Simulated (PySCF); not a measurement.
C₄H₁₀GeSSi₂, SMILES [GeH3][SiH2][SiH2]c1cccs1 at its GFN2-xTB optimised geometry (Å):

```
18

Ge     1.1747    -3.0244     2.7685
Si    -1.0873    -2.9813     2.1546
Si    -1.4016    -1.9663     0.0870
C     -0.2399    -0.4953     0.0000
C      1.1247    -0.4953     0.0000
C      1.6959     0.7943     0.0000
C      0.7558     1.7735     0.0076
S     -0.8379     1.1333     0.0108
H      1.7903    -1.6856     3.0556
H      1.5294    -3.8236     3.9907
H      2.0974    -3.5978     1.7289
H     -1.8226    -2.3084     3.2338
H     -1.5858    -4.3629     2.1542
H     -2.7550    -1.4530    -0.1467
H     -1.0635    -2.8362    -1.0503
H      1.7072    -1.4020    -0.0099
H      2.7550     0.9822    -0.0039
H      0.8963     2.8362     0.0114
```

Method: PBE/def2-SVP (PySCF). Cells within 0.4 Å of a nucleus heavier than hydrogen are left out (blank, or x).

Map of the electron localisation function on the plane z = 0.0 Å:

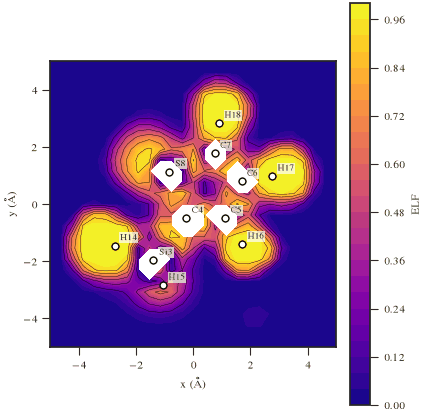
*Electron localisation function on the plane z = 0.0 Å.*
